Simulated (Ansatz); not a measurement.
# r2SCAN/cc-pVTZ run of NO2F (nitryl fluoride)

Aim: the energy change on altering one bond length of NO2F (nitryl fluoride) at r2SCAN/cc-pVTZ, from 2 runs. 

Program for the calculation: Ansatz 0.2.0.

36 further runs of the same task are left out: 36 set aside as unsound or not needed.

**1. The structure to begin with**

NO2F: 4 atoms, total charge 0, spin state singlet. SMILES: `O=[N+]([O-])F`. Geometry: relaxed at PBE0-D4/def2-TZVP.

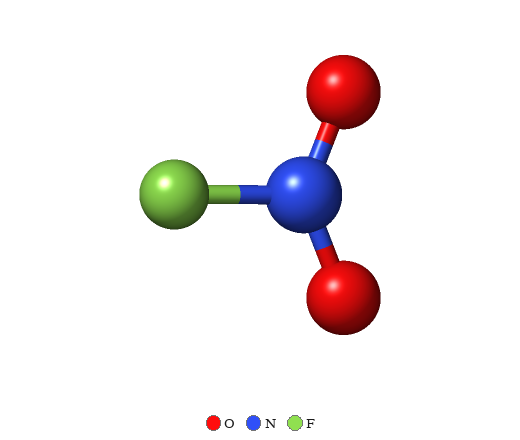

The structure, seen from a chosen angle (oxygen red, nitrogen blue, fluorine green).

**2. The energy at r2SCAN/cc-pVTZ**

Input file molecule.yaml:

```yaml
crystal:
  periodic: [false, false, false]
  atoms:
    - {symbol: O, position_ang: [0.188290, 0.469930, 1.120250]}
    - {symbol: "N", position_ang: [0.079720, -0.071800, 0.089140]}
    - {symbol: O, position_ang: [0.476580, -1.068680, -0.376880]}
    - {symbol: F, position_ang: [-0.744590, 0.670550, -0.832510]}
basis:
  gaussian:
    orbitals: cc-pVTZ
hamiltonian:
  xc: {name: r2SCAN}
accuracy: high
output: {orbitals: {seedname: orbitals}}
```

Launch:

```console
$ ansatz run molecule.yaml --threads 1 --pin off --max-ram 3480MiB --events-out events.jsonl --progress --plain --runs-dir runs
```

The log of the run:

```text
Warning: RAYON_NUM_THREADS=1 ignored (pool sized by the plan → 1); use --threads N
Functional definition: r2SCAN
  name "r2SCAN"
  parameter k0 = 0.174
  parameter k1 = 0.065
  parameter a1 = 4.9479
  exchange = r2scan_x(k0 = k0, k1 = k1, a1 = a1)
  correlation = r2scan_c
2042 factors; integrals over basis functions are off by at most 3.0e-9 eV
mean field evaluation 1: about -8292.2278 eV, gradient 5.5e1 eV
mean field evaluation 2: about -8278.0707 eV, gradient 1.1e2 eV
mean field evaluation 4: about -8296.2556 eV, gradient 1.0e1 eV
mean field evaluation 8: about -8296.4079 eV, gradient 3.4e-1 eV
mean field evaluation 16: about -8296.4081 eV, gradient 1.9e-5 eV
mean field -8296.40807058 eV, -304.8873730865 hartree, gradient 3.8e-8 eV, S^2 0.000000; 0 other end points of the search recorded, 0 dependent functions left out
reference -8296.40807083 eV, -304.8873730956 hartree; 16, 16 occupied and 104, 104 virtual orbitals, 2042 factors
Total energy: -8296.40807083 eV, -304.8873730956 hartree
```

It took 8.1 s on 1 thread of Arm Neoverse V2, shared host; peak memory 0.32 GiB.

**3. The distorted shape**

Input file input.yaml:

```yaml
crystal:
  periodic: [false, false, false]
  atoms:
    - {symbol: O, position_ang: [0.311961, 0.358556, 1.258525]}
    - {symbol: "N", position_ang: [0.203391, -0.183174, 0.227415]}
    - {symbol: O, position_ang: [0.600251, -1.180054, -0.238605]}
    - {symbol: F, position_ang: [-0.744590, 0.670550, -0.832510]}
basis:
  gaussian: {orbitals: cc-pVTZ}
hamiltonian: {xc: {name: r2SCAN}}
accuracy: high
output: {orbitals: {seedname: orbitals}}
```

Launch:

```console
$ ansatz run input.yaml --threads 1 --pin off --max-ram 3480MiB --events-out events.jsonl --progress --plain --runs-dir runs
```

The log of the run, cut to the lines that bear on the results:

```text
Warning: RAYON_NUM_THREADS=1 ignored (pool sized by the plan → 1); use --threads N
[... 7 set-up lines as earlier in the session ...]
2019 factors; integrals over basis functions are off by at most 2.9e-9 eV
mean field evaluation 1: about -8292.2525 eV, gradient 5.3e1 eV
mean field evaluation 2: about -8276.3661 eV, gradient 1.2e2 eV
mean field evaluation 4: about -8295.7272 eV, gradient 1.7e1 eV
mean field evaluation 8: about -8296.2277 eV, gradient 3.5e-1 eV
mean field evaluation 16: about -8296.2279 eV, gradient 3.1e-5 eV
mean field -8296.22787012 eV, -304.8807508418 hartree, gradient 2.7e-8 eV, S^2 0.000000; 0 other end points of the search recorded, 0 dependent functions left out
reference -8296.22787037 eV, -304.8807508510 hartree; 16, 16 occupied and 104, 104 virtual orbitals, 2019 factors
Total energy: -8296.22787037 eV, -304.8807508510 hartree
```

Run time: 8.4 s. Hardware: 1 thread of Arm Neoverse V2, shared host; peak memory 0.32 GiB.

**4. Results**

At r2SCAN/cc-pVTZ:

| quantity | value |
| --- | --- |
| first shape: total energy | -304.88737 Eh |
| first shape: HOMO energy | -8.83 eV |
| first shape: LUMO energy | -3.39 eV |
| first shape: HOMO–LUMO gap | 5.44 eV |
| distorted shape: total energy | -304.88075 Eh |
| distorted shape: HOMO energy | -9.06 eV |
| distorted shape: LUMO energy | -3.97 eV |
| distorted shape: HOMO–LUMO gap | 5.09 eV |
| energy change with the N2–F4 bond stretched from 1.442 to 1.659 Å | 0.180 eV |

In words: With the N2–F4 bond stretched from 1.442 to 1.659 Å the energy rises by 0.18 eV (4.2 kcal/mol). The first shape isn't relaxed at this level, so the change isn't measured from a minimum.
